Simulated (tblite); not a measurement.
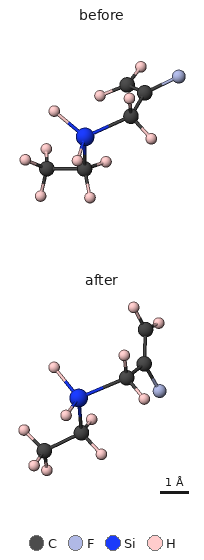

The structure of C5H11FSi before (top) and after (bottom) a relaxation, at one scale.

A ball-and-stick model, seen from a free direction.

Computed with tblite 0.8.0, GFN2-xTB geometry optimisation, gas phase. 

Question: Summarise the run.

Answer: After 214 geometry steps the energy has fallen by 49.8 kJ/mol. An H atom moves most after the best rigid fit: 2.61 Å. Largest moves by element: H 2.61 Å, F 2.23 Å, C 1.09 Å, Si 0.33 Å. Some distances before and after: C–Si 1.835 → 1.921 Å, C–H 1.136 → 1.087 Å, C–Si 1.873 → 1.899 Å, C–C 1.456 → 1.479 Å. Bond angles that change, for instance: C–Si–H 116.2° → 107.8°, C–C–Si 117.6° → 111.6°, C–Si–H 105.2° → 111.2°. Groups turn about C–C by about 100°, C–Si by about 40°, C–C by about 35°.
